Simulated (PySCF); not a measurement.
Input file:

```
{"job": {"kind": "nmr", "xc": "PBE0", "basis": "pcSseg-1"}, "charge": 0, "multiplicity": 1}
N     -3.979080    -1.407336    -1.048283
C     -3.049960    -1.230370    -0.405233
C     -1.904083    -0.996725     0.402098
S     -2.165201    -0.038715     1.928419
C     -1.276289     0.356821     0.408362
C      0.214987     0.466424     0.485215
S      0.917101     0.129664    -1.181085
Si     2.994013     0.513811    -0.782513
H     -1.256333    -1.861168     0.516914
H     -1.753525     1.115352    -0.204706
H      0.512297     1.470822     0.786983
H      0.621932    -0.263522     1.185725
H      3.411562    -0.413579     0.263603
H      3.619817     0.275956    -2.066942
H      3.088348     1.890555    -0.310470
```

Launched as:

```sh
OMP_NUM_THREADS=1 python probes_run.py task.json out
```

Geometry: GFN2-xTB.

All numbers below come from PBE0/pcSseg-1, SCF density, gas phase, non-relativistic (PySCF).

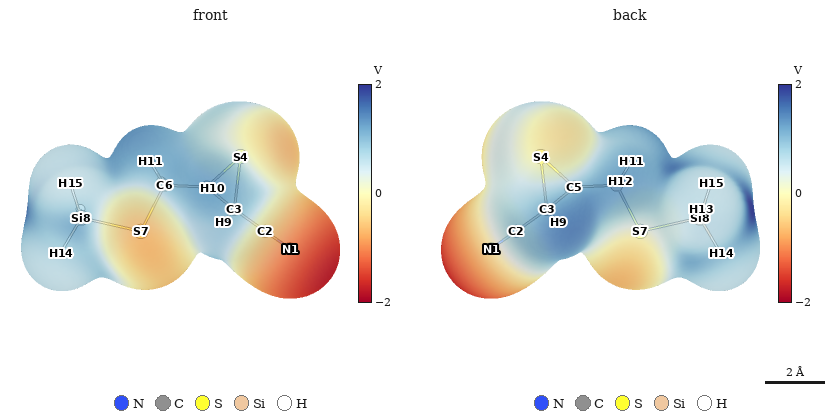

C4H7NS2Si. The molecular electrostatic potential painted on the density surface at 0.002 e/bohr³, seen from the front and from behind; red is negative and blue positive.

Where is the surface potential most negative and most positive?

The most negative region (about −1.8 V) lies over N1, the most positive (about +1.9 V) over Si8. N1 is the likeliest acceptor of a hydrogen bond.

What dipole moment does the calculation give?

Its dipole moment is 5.31 D.
